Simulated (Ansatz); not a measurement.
```
Bi O
1.0
     5.54417    0.00000    0.00000
    -2.77209    4.80140    0.00000
     0.00000    0.00000    8.06349
Bi O
6 1
Direct
  0.00000 0.00000 0.27670
  0.00000 0.00000 0.72330
  0.66667 0.33333 0.03294
  0.33333 0.66667 0.96706
  0.33333 0.66667 0.35233
  0.66667 0.33333 0.64767
  0.00000 0.00000 0.00000
```

Space group P-3m1; a generated structure, not necessarily the stable one.

Level of theory: Ansatz 0.2.0, DFT PBE, scalar-relativistic, plane waves, PAW.

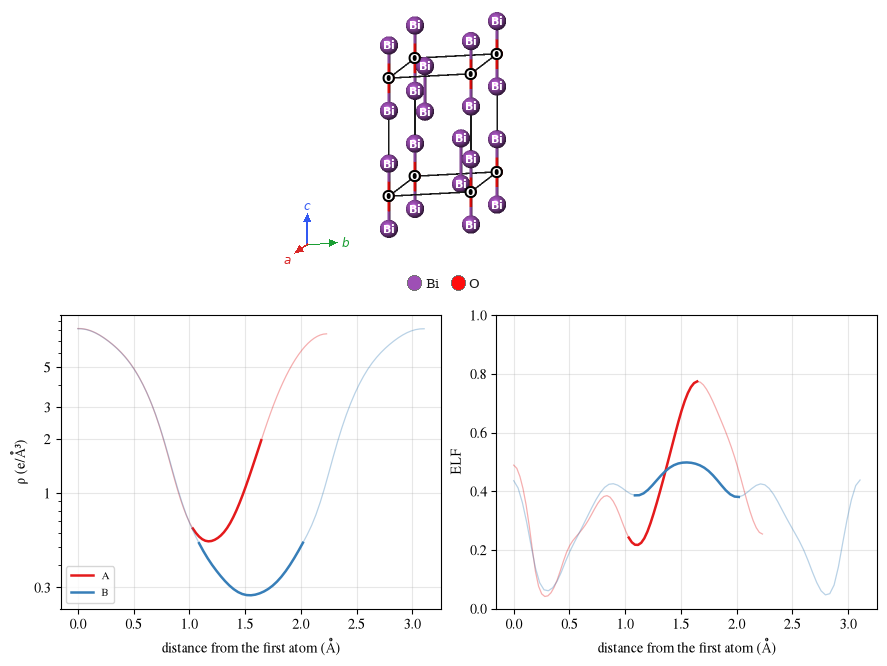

Bi6O. Valence electron density and electron localisation function along straight lines between neighbouring atoms. Thin, pale parts lie inside the atomic spheres. The structure is drawn too.

The density is the valence pseudo-density of a PAW calculation; it isn't the true density close to the nuclei.

Which curve belongs to which contact (Bi–Bi and Bi–O)? The first atom named is at distance zero.

Answer. Curve A: Bi–O (2.23 Å): ρ is about 0.56 e/Å³ halfway; the ELF peaks at about 0.75 in the valence shell of O, 0.6 Å from its nucleus, and drops to about 0.20 between the two atoms; no localised pair shows between them. Curve B: Bi–Bi (3.11 Å): ρ at the midpoint is about 0.27 e/Å³; the ELF is about 0.50 at the midpoint.
